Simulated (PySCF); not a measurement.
# CH5BN2 (SMILES B1NCN1) at 6 levels

Wanted: a comparison of 6 runs (HF/3-21G, HF/cc-pVDZ, HF/def2-SVP, B3LYP/6-31G*, CCSD/def2-SVP) of CH5BN2. Input form: a Python script.

Program for the calculation: PySCF 2.14.0.

### Step 1. The molecule

CH5BN2: 9 atoms, total charge 0, spin state singlet. As SMILES, `B1NCN1`. The coordinates come from a PBE0-D4/def2-TZVP relaxation.

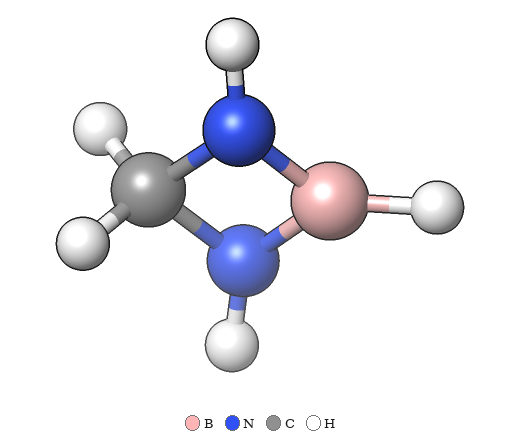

The structure, seen from a chosen angle (boron pink, nitrogen blue, carbon grey, hydrogen white).

### Step 2. Energy and forces at HF/3-21G (run 1)

File job.py:

```python
import pyscf.grad
from pyscf import gto, scf

mol = gto.M(
    atom='''
B   -0.538100   0.903800  -0.424200
N    0.763900   0.350100  -0.630900
C    0.430100  -0.702400   0.322000
N   -0.891500  -0.116200   0.513500
H   -1.109600   1.851900  -0.864600
H    1.686500   0.722000  -0.761500
H    0.420000  -1.707100  -0.117100
H    1.046900  -0.704100   1.228600
H   -1.719800  -0.644400   0.717000
''',
    max_memory=1860,
    verbose=4,
    basis='3-21g',
)

mf = scf.RHF(mol)
mf.conv_tol = 1e-10
mf.kernel()
if not mf.converged:
    mf = mf.newton().run(mf.mo_coeff, mf.mo_occ)

energy = mf.e_tot
print('Final energy', energy)
grad = mf.Gradients().kernel()
mf.analyze()
```

Command:

```sh
$ OMP_NUM_THREADS=1 python job.py
```

The program printed:

```text
PySCF version 2.14.0

[... 79 lines left out ...]
One-electron Energy =                 -461.469799361794060
[... 8 lines left out ...]
MO #4   energy= -7.56271515703384  occ= 2
[... 6 lines left out ...]
MO #11  energy= -0.56002674830685  occ= 2
[... 6 lines left out ...]
MO #18  energy= 0.285558192402688  occ= 0
[... 6 lines left out ...]
MO #25  energy= 0.54931857083477   occ= 0
[... 6 lines left out ...]
MO #32  energy= 1.08312734009935   occ= 0
[... 6 lines left out ...]
MO #39  energy= 1.62189932665521   occ= 0
[... 6 lines left out ...]
MO #46  energy= 3.11763601101944   occ= 0
[... 58 lines left out ...]
Dipole moment(X, Y, Z, Debye):  0.67468, -1.11926,  0.52069
```

Wall time 1.7 s (1 thread of Intel Xeon at 2.70GHz, shared host); peak memory 0.12 GiB.

### Step 3. Energy and forces at HF/cc-pVDZ (run 2)

File calc.py:

```python
import pyscf.grad
from pyscf import gto

system = gto.Mole()
system.atom = '''
B     -1.016862     1.707934    -0.801622
N      1.443562     0.661593    -1.192228
C      0.812771    -1.327344     0.608492
N     -1.684691    -0.219586     0.970374
H     -2.096840     3.499584    -1.633857
H      3.187023     1.364382    -1.439026
H      0.793685    -3.225951    -0.221287
H      1.978354    -1.330556     2.321718
H     -3.249951    -1.217740     1.354934
'''
system.unit = 'bohr'
system.max_memory = 1860
system.verbose = 4
system.basis = 'cc-pvdz'
system.spin = 0
system.build()

hf = system.RHF()
hf.conv_tol = 1e-10
hf.kernel()
if not hf.converged:
    hf = hf.newton().run(hf.mo_coeff, hf.mo_occ)

e_tot = hf.e_tot
print('Final energy', e_tot)
grad = hf.Gradients().kernel()
hf.analyze()
```

Command:

```sh
$ OMP_NUM_THREADS=1 python calc.py
```

The program printed:

```text
PySCF version 2.14.0

[... 63 lines left out ...]
converged SCF energy = -174.393617595103
[... 24 lines left out ...]
MO #4   energy= -7.6008748267931   occ= 2
[... 10 lines left out ...]
MO #15  energy= -0.375958852703909 occ= 2
[... 10 lines left out ...]
MO #26  energy= 0.477643041411171  occ= 0
[... 10 lines left out ...]
MO #37  energy= 0.952390135811454  occ= 0
[... 10 lines left out ...]
MO #48  energy= 1.44532267048361   occ= 0
[... 10 lines left out ...]
MO #59  energy= 1.97307694673775   occ= 0
[... 10 lines left out ...]
MO #70  energy= 2.5643937910492    occ= 0
[... 10 lines left out ...]
MO #81  energy= 3.54556084584909   occ= 0
[... 93 lines left out ...]
Dipole moment(X, Y, Z, Debye):  0.57605, -0.95572,  0.44459
```

Run time: 8.4 s. Hardware: 1 thread of Intel Xeon at 2.70GHz, shared host; peak memory 0.16 GiB.

### Step 4. Energy and gradient at HF/def2-SVP (run 3)

File run.py:

```python
import pyscf.grad
from pyscf import gto, scf

system = gto.M(
    atom='''
B       -0.538100       0.903800      -0.424200
N        0.763900       0.350100      -0.630900
C        0.430100      -0.702400       0.322000
N       -0.891500      -0.116200       0.513500
H       -1.109600       1.851900      -0.864600
H        1.686500       0.722000      -0.761500
H        0.420000      -1.707100      -0.117100
H        1.046900      -0.704100       1.228600
H       -1.719800      -0.644400       0.717000
''',
    verbose=4,
    charge=0,
    max_memory=1860,
    basis='def2-svp',
)

hf = scf.RHF(system)
hf.conv_tol = 1e-10
hf.kernel()
if not hf.converged:
    hf = hf.newton().run(hf.mo_coeff, hf.mo_occ)

e_tot = hf.e_tot
print('E = %.10f Eh' % e_tot)
grad = hf.Gradients().kernel()
dip = hf.dip_moment()
pop, q = hf.mulliken_pop()
```

Command:

```sh
$ OMP_NUM_THREADS=1 python run.py
```

The program printed:

```text
PySCF version 2.14.0

[... 63 lines left out ...]
converged SCF energy = -174.254040413674
[... 12 lines left out ...]
Dipole moment(X, Y, Z, Debye):  0.60160, -0.99807,  0.46429
[... 91 lines left out ...]
charge of    8H =      0.13171
```

Wall time 6.6 s (1 thread of Intel Xeon at 2.70GHz, shared host); peak memory 0.16 GiB.

Runs 4 to 5 aren't shown in full; the table further down has their settings and results.

### Step 5. The energy at CCSD/def2-SVP (run 6)

File calc.py:

```python
# B1NCN1
from pyscf import gto, cc

mol = gto.M(
    atom='''
B     -1.016862     1.707934    -0.801622
N      1.443562     0.661593    -1.192228
C      0.812771    -1.327344     0.608492
N     -1.684691    -0.219586     0.970374
H     -2.096840     3.499584    -1.633857
H      3.187023     1.364382    -1.439026
H      0.793685    -3.225951    -0.221287
H      1.978354    -1.330556     2.321718
H     -3.249951    -1.217740     1.354934
''',
    basis='def2-svp',
    verbose=4,
    max_memory=1860,
    unit='bohr',
)

calc0 = mol.RHF()
calc0.conv_tol = 1e-10
calc0.kernel()
if not calc0.converged:
    calc0 = calc0.newton().run(calc0.mo_coeff, calc0.mo_occ)

mycc = cc.CCSD(calc0, frozen=4)
mycc.kernel()
etot = mycc.e_tot
print(f'total energy: {etot:.8f} hartree')
calc0.analyze()
```

Command:

```sh
$ OMP_NUM_THREADS=1 python calc.py
```

The program printed:

```text
PySCF version 2.14.0

[... 89 lines left out ...]
CCSD converged
[... 14 lines left out ...]
MO #4   energy= -7.60140440185555  occ= 2
[... 10 lines left out ...]
MO #15  energy= -0.37959944109351  occ= 2
[... 10 lines left out ...]
MO #26  energy= 0.44012644421014   occ= 0
[... 10 lines left out ...]
MO #37  energy= 0.95240670816338   occ= 0
[... 10 lines left out ...]
MO #48  energy= 1.48443537122248   occ= 0
[... 10 lines left out ...]
MO #59  energy= 2.0905710719526    occ= 0
[... 10 lines left out ...]
MO #70  energy= 2.90852698546135   occ= 0
[... 10 lines left out ...]
MO #81  energy= 3.9823299395949    occ= 0
[... 93 lines left out ...]
Dipole moment(X, Y, Z, Debye):  0.60160, -0.99807,  0.46430
```

Run time: 13 s. Hardware: 1 thread of Intel Xeon at 2.70GHz, shared host; peak memory 0.38 GiB.

### Step 6. Overview of the runs

```
run                               level  integration grid  Cartesian functions  energy (Eh)  dipole moment (D) of the reference  HOMO energy (eV)  LUMO energy (eV)  wall time
  1                            HF/3-21G                 –                   no  -173.408565                                1.41            -10.15              5.53      1.7 s
  2                          HF/cc-pVDZ                 –                   no  -174.393618                                1.20            -10.23              4.94      8.4 s
  3                         HF/def2-SVP                 –                   no  -174.254040                                1.25            -10.33              4.91      6.6 s
  4  B3LYP/6-31G* (spherical functions)                 5                   no  -175.484966                                1.45             -6.32              1.58       27 s
  5  B3LYP/6-31G* (Cartesian functions)                 5                  yes  -175.487947                                1.45             -6.32              1.58       28 s
  6                       CCSD/def2-SVP                 –                   no  -174.842475                                1.25            -10.33              4.91       13 s
```

### Step 7. Summary of results

| quantity | value |
| --- | --- |
| run 6: total energy | -174.84247 Eh |
| run 6: dipole moment (Hartree–Fock density) | 1.25 D |
| run 6: HOMO energy (Hartree–Fock orbitals) | -10.33 eV |
| run 6: LUMO energy (Hartree–Fock orbitals) | 4.91 eV |
| run 6: HOMO–LUMO gap (Hartree–Fock orbitals) | 15.24 eV |
| run 6: correlation energy (4 core orbitals frozen) | -588.4 mEh |
| run 6: T1 diagnostic | 0.014 |

Over runs 1, 2, 3, 4, 5 the dipole moment (its size) runs from 1.20 D (HF/cc-pVDZ) to 1.45 D (B3LYP/6-31G*). The two ends differ in method and basis. Over runs 1, 2, 3, 4, 5 the HOMO–LUMO gap runs from 7.90 eV (B3LYP/6-31G*) to 15.68 eV (HF/3-21G). All runs together took 84 s, the longest 28 s.
